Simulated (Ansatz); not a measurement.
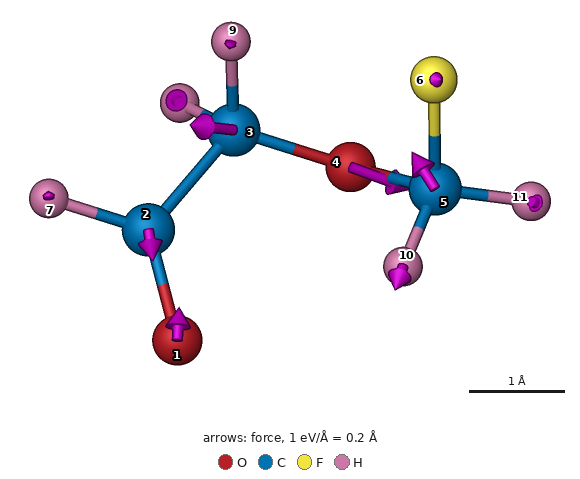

Starting geometry of C3H5FO2 (coarse preliminary run) with the computed forces as purple arrows. A ball-and-stick model, seen at a tilt.

The start comes from a force field.

Method: RKS PBE-D4/def2-SVP (Ansatz). (force threshold 0.03 eV/Å; at most 200 steps)

What follows when this structure is relaxed?

Answer. It isn't relaxed: the largest force vector, on an O atom, is 3.71 eV/Å. The final displacements have little in common with the starting forces (cosine between the two patterns 0.15). The F atom moves most after the best rigid fit: 0.35 Å. By element the largest moves are F 0.35 Å, H 0.30 Å, O 0.11 Å, C 0.10 Å. Near-neighbour distances that change, for instance: C–O 1.326 → 1.409 Å, C–H 1.074 → 1.113 Å, C–O 1.239 → 1.213 Å, C–C 1.545 → 1.519 Å. Bond angles that change, for instance: O–C–H 113.1° → 107.7°, O–C–H 116.9° → 121.9°, O–C–F 106.2° → 110.9°. After 8 accepted moves (13 points after the start) the energy has fallen by 35.0 kJ/mol. Largest force component: 3.5 eV/Å at the start, 0.014 eV/Å at the end. The line search rejected the trial steps at points 3, 6, 9, 10, 12 of the run.
